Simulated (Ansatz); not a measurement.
**Molecular dynamics of SiNH$_{5}$O (part 1 of 4)**

System: SiNH$_{5}$O.
Method: RKS PBE-D4/def2-SVP (Ansatz 0.2.0).

It belongs to a series of runs on one base structure; here: dynamics from the last frame of an earlier run. Figures and captions count atoms from 1; the log counts them from 0 in places.

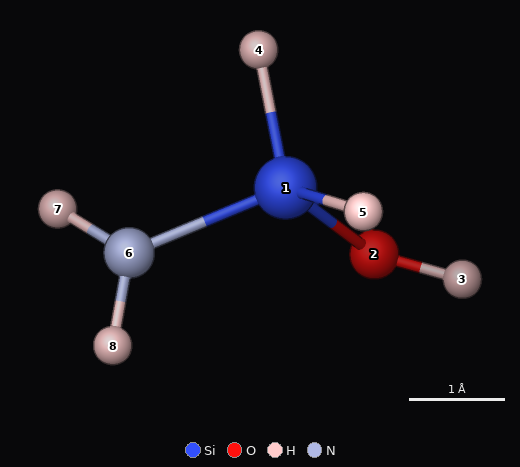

*The starting structure (ball-and-stick view, seen at a tilt; atoms are numbered from 1 in the order of the input).*

Summary

```json
{"quantity": "outcome", "value": "finished"}
{"quantity": "mean temperature over the second half", "value": "268 K"}
{"quantity": "trajectory", "value": "166 steps, 41.5 fs"}
{"quantity": "ensemble", "value": "nvt_nose_hoover"}
{"quantity": "temperature in the input", "value": "300.0 K"}
{"quantity": "time step", "value": "0.25 fs"}
{"quantity": "potential energy (last step)", "value": "−11484.0463 eV"}
{"quantity": "mean-field energy (last step)", "value": "−11483.9334 eV"}
{"quantity": "largest force (length of the vector) (last step)", "value": "2.216 eV/Å"}
{"quantity": "hardware", "value": "1 thread of Arm Neoverse V2, 24 GiB of memory available, shared host"}
{"quantity": "wall time", "value": "3.8 min"}
{"quantity": "peak memory", "value": "0.11 GiB"}
```

Remarks

So short a trajectory is not equilibrated.

Input file
```yaml
crystal:
  periodic: [false, false, false]
  atoms:
    - { symbol: Si, position_ang: [0.000323, -0.092746, 0.039818] }
    - { symbol: O, position_ang: [-0.19046, 0.036507, 1.701568] }
    - { symbol: H, position_ang: [-0.341008, 0.851963, 2.195764] }
    - { symbol: H, position_ang: [1.389338, -0.35512, -0.430162] }
    - { symbol: H, position_ang: [-0.5195, 1.286514, -0.518766] }
    - { symbol: "N", position_ang: [-0.868407, -1.510454, -0.605064] }
    - { symbol: H, position_ang: [-0.378111, -2.396665, -0.729498] }
    - { symbol: H, position_ang: [-1.862111, -1.618487, -0.514735] }
basis:
  gaussian: { orbitals: def2-SVP }
hamiltonian:
  xc: pbe
  dispersion: d4
md:
  timestep: 0.25
  n_steps: 166
  ensemble: nvt_nose_hoover
  temperature: 300.0
  initial_velocities: maxwell_boltzmann
  seed: 24369
  nose_hoover: { tau: 100.0, chain_length: 5 }
```

Launched with:
```bash
ansatz run input.yaml --threads 1 --pin off --max-ram 2048MiB --backend cpu --events-out ev --progress --plain --runs-dir out
```

Log
```
Engine: ansatz 0.2.0, aarch64-unknown-linux-gnu
Functional definition: PBE
  parameter kappa = 0.804
  parameter beta = 0.06672455060314922
  exchange = pbe_x(kappa = kappa, mu = beta*pi^2/3)
  correlation = pbe_c(beta = beta)
801 factors; their error is unknown
mean field evaluation 1: about -11472.7878 eV, gradient 7.7e1 eV
mean field evaluation 2: about -11425.1312 eV, gradient 1.6e2 eV
mean field evaluation 4: about -11483.9809 eV, gradient 6.2e0 eV
mean field evaluation 8: about -11484.0735 eV, gradient 1.0e-1 eV
mean field evaluation 16: about -11484.0243 eV, gradient 5.5e-5 eV
mean field -11484.02428079 eV, -422.0301081677 hartree, gradient 5.5e-5 eV, S^2 0.000000; 0 other end points of the search recorded, 0 dependent functions left out
the calculation of the forces begins
reference -11484.02431364 eV, -422.0301093749 hartree; 17, 17 occupied and 54, 54 virtual orbitals, 801 factors
md step     0: t =     0.00 fs  T =   300.0 K  F+E_penalty+E_count = -11484.13795950 eV  E_kin = 0.232668 eV  conserved = -11483.90529150 eV  (25 SCF iters)
these checks for a lower state are left out or cut short: starts, cluster_reference, orbital_swaps, neighbouring_geometries, increment
801 factors; their error is unknown
mean field -11484.02677757 eV, -422.0301999228 hartree, gradient 1.8e-5 eV, S^2 0.000000; 0 other end points of the search recorded, 0 dependent functions left out
the calculation of the forces begins
reference -11484.02681046 eV, -422.0302011314 hartree; 17, 17 occupied and 54, 54 virtual orbitals, 801 factors
md step     1: t =     0.25 fs  T =   303.2 K  F+E_penalty+E_count = -11484.14047112 eV  E_kin = 0.235164 eV  conserved = -11483.90530762 eV  (28 SCF iters)
[... from here on the SCF iterations and repeated set-up lines of each step are left out, up to the last step ...]
md step     2: t =     0.50 fs  T =   299.6 K  F+E_penalty+E_count = -11484.13762152 eV  E_kin = 0.232345 eV  conserved = -11483.90527684 eV  (28 SCF iters)
md step     3: t =     0.75 fs  T =   289.6 K  F+E_penalty+E_count = -11484.12982705 eV  E_kin = 0.224621 eV  conserved = -11483.90520599 eV  (27 SCF iters)
md step     4: t =     1.00 fs  T =   274.7 K  F+E_penalty+E_count = -11484.11814119 eV  E_kin = 0.213035 eV  conserved = -11483.90510655 eV  (28 SCF iters)
md step     5: t =     1.25 fs  T =   256.7 K  F+E_penalty+E_count = -11484.10407895 eV  E_kin = 0.199087 eV  conserved = -11483.90499252 eV  (28 SCF iters)
md step     6: t =     1.50 fs  T =   237.9 K  F+E_penalty+E_count = -11484.08939885 eV  E_kin = 0.184522 eV  conserved = -11483.90487824 eV  (28 SCF iters)
md step     7: t =     1.75 fs  T =   220.6 K  F+E_penalty+E_count = -11484.07587462 eV  E_kin = 0.171099 eV  conserved = -11483.90477743 eV  (28 SCF iters)
md step     8: t =     2.00 fs  T =   206.8 K  F+E_penalty+E_count = -11484.06508246 eV  E_kin = 0.160386 eV  conserved = -11483.90470041 eV  (28 SCF iters)
md step     9: t =     2.25 fs  T =   198.0 K  F+E_penalty+E_count = -11484.05823293 eV  E_kin = 0.153584 eV  conserved = -11483.90465399 eV  (28 SCF iters)
md step    10: t =     2.50 fs  T =   195.3 K  F+E_penalty+E_count = -11484.05606148 eV  E_kin = 0.151429 eV  conserved = -11483.90464054 eV  (28 SCF iters)
md step    11: t =     2.75 fs  T =   198.7 K  F+E_penalty+E_count = -11484.05878716 eV  E_kin = 0.154140 eV  conserved = -11483.90465833 eV  (28 SCF iters)
md step    12: t =     3.00 fs  T =   208.2 K  F+E_penalty+E_count = -11484.06613547 eV  E_kin = 0.161449 eV  conserved = -11483.90470246 eV  (28 SCF iters)
md step    13: t =     3.25 fs  T =   222.6 K  F+E_penalty+E_count = -11484.07741202 eV  E_kin = 0.172666 eV  conserved = -11483.90476600 eV  (28 SCF iters)
md step    14: t =     3.50 fs  T =   240.8 K  F+E_penalty+E_count = -11484.09160819 eV  E_kin = 0.186793 eV  conserved = -11483.90484174 eV  (28 SCF iters)
md step    15: t =     3.75 fs  T =   261.3 K  F+E_penalty+E_count = -11484.10751736 eV  E_kin = 0.202628 eV  conserved = -11483.90492251 eV  (28 SCF iters)
md step    16: t =     4.00 fs  T =   282.2 K  F+E_penalty+E_count = -11484.12384779 eV  E_kin = 0.218886 eV  conserved = -11483.90500251 eV  (28 SCF iters)
md step    17: t =     4.25 fs  T =   302.1 K  F+E_penalty+E_count = -11484.13932000 eV  E_kin = 0.234293 eV  conserved = -11483.90507684 eV  (27 SCF iters)
md step    18: t =     4.50 fs  T =   319.3 K  F+E_penalty+E_count = -11484.15274841 eV  E_kin = 0.247665 eV  conserved = -11483.90514182 eV  (26 SCF iters)
md step    19: t =     4.75 fs  T =   332.6 K  F+E_penalty+E_count = -11484.16310762 eV  E_kin = 0.257982 eV  conserved = -11483.90519357 eV  (28 SCF iters)
md step    20: t =     5.00 fs  T =   341.0 K  F+E_penalty+E_count = -11484.16959235 eV  E_kin = 0.264440 eV  conserved = -11483.90522900 eV  (28 SCF iters)
md step    21: t =     5.25 fs  T =   343.6 K  F+E_penalty+E_count = -11484.17167184 eV  E_kin = 0.266513 eV  conserved = -11483.90524482 eV  (28 SCF iters)
md step    22: t =     5.50 fs  T =   340.4 K  F+E_penalty+E_count = -11484.16914296 eV  E_kin = 0.264000 eV  conserved = -11483.90523777 eV  (27 SCF iters)
md step    23: t =     5.75 fs  T =   331.5 K  F+E_penalty+E_count = -11484.16217779 eV  E_kin = 0.257075 eV  conserved = -11483.90520556 eV  (28 SCF iters)
md step    24: t =     6.00 fs  T =   317.6 K  F+E_penalty+E_count = -11484.15135472 eV  E_kin = 0.246317 eV  conserved = -11483.90514714 eV  (28 SCF iters)
md step    25: t =     6.25 fs  T =   300.1 K  F+E_penalty+E_count = -11484.13766257 eV  E_kin = 0.232713 eV  conserved = -11483.90506641 eV  (28 SCF iters)
md step    26: t =     6.50 fs  T =   280.6 K  F+E_penalty+E_count = -11484.12244958 eV  E_kin = 0.217604 eV  conserved = -11483.90496819 eV  (28 SCF iters)
md step    27: t =     6.75 fs  T =   261.2 K  F+E_penalty+E_count = -11484.10732182 eV  E_kin = 0.202587 eV  conserved = -11483.90486362 eV  (28 SCF iters)
md step    28: t =     7.00 fs  T =   244.1 K  F+E_penalty+E_count = -11484.09396953 eV  E_kin = 0.189338 eV  conserved = -11483.90476667 eV  (28 SCF iters)
md step    29: t =     7.25 fs  T =   231.3 K  F+E_penalty+E_count = -11484.08394670 eV  E_kin = 0.179395 eV  conserved = -11483.90469269 eV  (28 SCF iters)
md step    30: t =     7.50 fs  T =   224.3 K  F+E_penalty+E_count = -11484.07843249 eV  E_kin = 0.173925 eV  conserved = -11483.90465500 eV  (28 SCF iters)
md step    31: t =     7.75 fs  T =   223.7 K  F+E_penalty+E_count = -11484.07802468 eV  E_kin = 0.173517 eV  conserved = -11483.90466201 eV  (28 SCF iters)
md step    32: t =     8.00 fs  T =   229.6 K  F+E_penalty+E_count = -11484.08261415 eV  E_kin = 0.178062 eV  conserved = -11483.90471417 eV  (28 SCF iters)
md step    33: t =     8.25 fs  T =   240.8 K  F+E_penalty+E_count = -11484.09137968 eV  E_kin = 0.186746 eV  conserved = -11483.90480359 eV  (28 SCF iters)
md step    34: t =     8.50 fs  T =   255.5 K  F+E_penalty+E_count = -11484.10291106 eV  E_kin = 0.198174 eV  conserved = -11483.90491555 eV  (28 SCF iters)
md step    35: t =     8.75 fs  T =   271.5 K  F+E_penalty+E_count = -11484.11543800 eV  E_kin = 0.210595 eV  conserved = -11483.90503164 eV  (28 SCF iters)
md step    36: t =     9.00 fs  T =   286.5 K  F+E_penalty+E_count = -11484.12711617 eV  E_kin = 0.222183 eV  conserved = -11483.90513362 eV  (28 SCF iters)
md step    37: t =     9.25 fs  T =   298.3 K  F+E_penalty+E_count = -11484.13631255 eV  E_kin = 0.231317 eV  conserved = -11483.90520674 eV  (25 SCF iters)
md step    38: t =     9.50 fs  T =   305.4 K  F+E_penalty+E_count = -11484.14183829 eV  E_kin = 0.236820 eV  conserved = -11483.90524184 eV  (28 SCF iters)
md step    39: t =     9.75 fs  T =   307.0 K  F+E_penalty+E_count = -11484.14309561 eV  E_kin = 0.238095 eV  conserved = -11483.90523623 eV  (28 SCF iters)
md step    40: t =    10.00 fs  T =   303.2 K  F+E_penalty+E_count = -11484.14012566 eV  E_kin = 0.235180 eV  conserved = -11483.90519298 eV  (28 SCF iters)
md step    41: t =    10.25 fs  T =   294.9 K  F+E_penalty+E_count = -11484.13356287 eV  E_kin = 0.228702 eV  conserved = -11483.90512018 eV  (28 SCF iters)
md step    42: t =    10.50 fs  T =   283.3 K  F+E_penalty+E_count = -11484.12451169 eV  E_kin = 0.219753 eV  conserved = -11483.90502919 eV  (28 SCF iters)
md step    43: t =    10.75 fs  T =   270.4 K  F+E_penalty+E_count = -11484.11437007 eV  E_kin = 0.209719 eV  conserved = -11483.90493296 eV  (28 SCF iters)
md step    44: t =    11.00 fs  T =   258.0 K  F+E_penalty+E_count = -11484.10462645 eV  E_kin = 0.200075 eV  conserved = -11483.90484431 eV  (28 SCF iters)
md step    45: t =    11.25 fs  T =   247.8 K  F+E_penalty+E_count = -11484.09665817 eV  E_kin = 0.192188 eV  conserved = -11483.90477416 eV  (28 SCF iters)
md step    46: t =    11.50 fs  T =   241.3 K  F+E_penalty+E_count = -11484.09155846 eV  E_kin = 0.187143 eV  conserved = -11483.90473026 eV  (27 SCF iters)
md step    47: t =    11.75 fs  T =   239.3 K  F+E_penalty+E_count = -11484.09001344 eV  E_kin = 0.185623 eV  conserved = -11483.90471599 eV  (28 SCF iters)
md step    48: t =    12.00 fs  T =   242.2 K  F+E_penalty+E_count = -11484.09224406 eV  E_kin = 0.187850 eV  conserved = -11483.90473072 eV  (28 SCF iters)
md step    49: t =    12.25 fs  T =   249.6 K  F+E_penalty+E_count = -11484.09801380 eV  E_kin = 0.193593 eV  conserved = -11483.90477006 eV  (28 SCF iters)
md step    50: t =    12.50 fs  T =   260.8 K  F+E_penalty+E_count = -11484.10669410 eV  E_kin = 0.202229 eV  conserved = -11483.90482723 eV  (28 SCF iters)
md step    51: t =    12.75 fs  T =   274.4 K  F+E_penalty+E_count = -11484.11736881 eV  E_kin = 0.212851 eV  conserved = -11483.90489442 eV  (28 SCF iters)
md step    52: t =    13.00 fs  T =   289.3 K  F+E_penalty+E_count = -11484.12895657 eV  E_kin = 0.224384 eV  conserved = -11483.90496469 eV  (27 SCF iters)
md step    53: t =    13.25 fs  T =   303.9 K  F+E_penalty+E_count = -11484.14032758 eV  E_kin = 0.235704 eV  conserved = -11483.90503078 eV  (28 SCF iters)
md step    54: t =    13.50 fs  T =   316.9 K  F+E_penalty+E_count = -11484.15040828 eV  E_kin = 0.245744 eV  conserved = -11483.90508853 eV  (28 SCF iters)
md step    55: t =    13.75 fs  T =   326.9 K  F+E_penalty+E_count = -11484.15825694 eV  E_kin = 0.253564 eV  conserved = -11483.90513493 eV  (25 SCF iters)
md step    56: t =    14.00 fs  T =   333.2 K  F+E_penalty+E_count = -11484.16311821 eV  E_kin = 0.258409 eV  conserved = -11483.90516797 eV  (27 SCF iters)
md step    57: t =    14.25 fs  T =   334.9 K  F+E_penalty+E_count = -11484.16445931 eV  E_kin = 0.259749 eV  conserved = -11483.90518628 eV  (28 SCF iters)
md step    58: t =    14.50 fs  T =   331.8 K  F+E_penalty+E_count = -11484.16199448 eV  E_kin = 0.257299 eV  conserved = -11483.90518799 eV  (28 SCF iters)
md step    59: t =    14.75 fs  T =   323.7 K  F+E_penalty+E_count = -11484.15570798 eV  E_kin = 0.251044 eV  conserved = -11483.90517328 eV  (28 SCF iters)
md step    60: t =    15.00 fs  T =   311.1 K  F+E_penalty+E_count = -11484.14586821 eV  E_kin = 0.241252 eV  conserved = -11483.90514047 eV  (28 SCF iters)
md step    61: t =    15.25 fs  T =   294.6 K  F+E_penalty+E_count = -11484.13304381 eV  E_kin = 0.228494 eV  conserved = -11483.90508907 eV  (28 SCF iters)
md step    62: t =    15.50 fs  T =   275.5 K  F+E_penalty+E_count = -11484.11810410 eV  E_kin = 0.213637 eV  conserved = -11483.90502026 eV  (28 SCF iters)
md step    63: t =    15.75 fs  T =   255.1 K  F+E_penalty+E_count = -11484.10219434 eV  E_kin = 0.197823 eV  conserved = -11483.90493747 eV  (28 SCF iters)
md step    64: t =    16.00 fs  T =   235.2 K  F+E_penalty+E_count = -11484.08667224 eV  E_kin = 0.182403 eV  conserved = -11483.90484760 eV  (28 SCF iters)
md step    65: t =    16.25 fs  T =   217.7 K  F+E_penalty+E_count = -11484.07299414 eV  E_kin = 0.168824 eV  conserved = -11483.90476078 eV  (28 SCF iters)
md step    66: t =    16.50 fs  T =   204.3 K  F+E_penalty+E_count = -11484.06255248 eV  E_kin = 0.158465 eV  conserved = -11483.90468955 eV  (28 SCF iters)
md step    67: t =    16.75 fs  T =   196.6 K  F+E_penalty+E_count = -11484.05648017 eV  E_kin = 0.152448 eV  conserved = -11483.90464649 eV  (28 SCF iters)
md step    68: t =    17.00 fs  T =   195.3 K  F+E_penalty+E_count = -11484.05545616 eV  E_kin = 0.151441 eV  conserved = -11483.90464144 eV  (28 SCF iters)
md step    69: t =    17.25 fs  T =   200.5 K  F+E_penalty+E_count = -11484.05955596 eV  E_kin = 0.155516 eV  conserved = -11483.90467865 eV  (27 SCF iters)
md step    70: t =    17.50 fs  T =   211.6 K  F+E_penalty+E_count = -11484.06818946 eV  E_kin = 0.164088 eV  conserved = -11483.90475503 eV  (28 SCF iters)
md step    71: t =    17.75 fs  T =   226.9 K  F+E_penalty+E_count = -11484.08015146 eV  E_kin = 0.175960 eV  conserved = -11483.90486028 eV  (28 SCF iters)
md step    72: t =    18.00 fs  T =   244.3 K  F+E_penalty+E_count = -11484.09378305 eV  E_kin = 0.189490 eV  conserved = -11483.90497882 eV  (28 SCF iters)
md step    73: t =    18.25 fs  T =   261.5 K  F+E_penalty+E_count = -11484.10721424 eV  E_kin = 0.202827 eV  conserved = -11483.90509292 eV  (25 SCF iters)
md step    74: t =    18.50 fs  T =   276.2 K  F+E_penalty+E_count = -11484.11863987 eV  E_kin = 0.214180 eV  conserved = -11483.90518615 eV  (28 SCF iters)
md step    75: t =    18.75 fs  T =   286.3 K  F+E_penalty+E_count = -11484.12657701 eV  E_kin = 0.222079 eV  conserved = -11483.90524606 eV  (28 SCF iters)
md step    76: t =    19.00 fs  T =   290.8 K  F+E_penalty+E_count = -11484.13006145 eV  E_kin = 0.225566 eV  conserved = -11483.90526571 eV  (28 SCF iters)
md step    77: t =    19.25 fs  T =   289.2 K  F+E_penalty+E_count = -11484.12875802 eV  E_kin = 0.224307 eV  conserved = -11483.90524435 eV  (28 SCF iters)
md step    78: t =    19.50 fs  T =   281.9 K  F+E_penalty+E_count = -11484.12297632 eV  E_kin = 0.218605 eV  conserved = -11483.90518680 eV  (28 SCF iters)
md step    79: t =    19.75 fs  T =   269.9 K  F+E_penalty+E_count = -11484.11359814 eV  E_kin = 0.209334 eV  conserved = -11483.90510233 eV  (28 SCF iters)
md step    80: t =    20.00 fs  T =   255.0 K  F+E_penalty+E_count = -11484.10193279 eV  E_kin = 0.197789 eV  conserved = -11483.90500338 eV  (28 SCF iters)
md step    81: t =    20.25 fs  T =   239.2 K  F+E_penalty+E_count = -11484.08952245 eV  E_kin = 0.185498 eV  conserved = -11483.90490404 eV  (28 SCF iters)
md step    82: t =    20.50 fs  T =   224.4 K  F+E_penalty+E_count = -11484.07792386 eV  E_kin = 0.174006 eV  conserved = -11483.90481718 eV  (28 SCF iters)
md step    83: t =    20.75 fs  T =   212.3 K  F+E_penalty+E_count = -11484.06850002 eV  E_kin = 0.164664 eV  conserved = -11483.90475392 eV  (28 SCF iters)
md step    84: t =    21.00 fs  T =   204.3 K  F+E_penalty+E_count = -11484.06224760 eV  E_kin = 0.158463 eV  conserved = -11483.90472111 eV  (28 SCF iters)
md step    85: t =    21.25 fs  T =   201.0 K  F+E_penalty+E_count = -11484.05968822 eV  E_kin = 0.155923 eV  conserved = -11483.90472062 eV  (27 SCF iters)
md step    86: t =    21.50 fs  T =   202.5 K  F+E_penalty+E_count = -11484.06083605 eV  E_kin = 0.157061 eV  conserved = -11483.90474950 eV  (28 SCF iters)
md step    87: t =    21.75 fs  T =   208.2 K  F+E_penalty+E_count = -11484.06524151 eV  E_kin = 0.161436 eV  conserved = -11483.90480083 eV  (28 SCF iters)
md step    88: t =    22.00 fs  T =   216.9 K  F+E_penalty+E_count = -11484.07209612 eV  E_kin = 0.168247 eV  conserved = -11483.90486550 eV  (28 SCF iters)
md step    89: t =    22.25 fs  T =   227.6 K  F+E_penalty+E_count = -11484.08037319 eV  E_kin = 0.176479 eV  conserved = -11483.90493401 eV  (28 SCF iters)
md step    90: t =    22.50 fs  T =   238.6 K  F+E_penalty+E_count = -11484.08897655 eV  E_kin = 0.185044 eV  conserved = -11483.90499805 eV  (28 SCF iters)
md step    91: t =    22.75 fs  T =   248.7 K  F+E_penalty+E_count = -11484.09687290 eV  E_kin = 0.192913 eV  conserved = -11483.90505148 eV  (25 SCF iters)
md step    92: t =    23.00 fs  T =   256.9 K  F+E_penalty+E_count = -11484.10319177 eV  E_kin = 0.199221 eV  conserved = -11483.90509066 eV  (28 SCF iters)
md step    93: t =    23.25 fs  T =   262.2 K  F+E_penalty+E_count = -11484.10728757 eV  E_kin = 0.203322 eV  conserved = -11483.90511417 eV  (28 SCF iters)
md step    94: t =    23.50 fs  T =   264.1 K  F+E_penalty+E_count = -11484.10876682 eV  E_kin = 0.204823 eV  conserved = -11483.90512235 eV  (28 SCF iters)
```
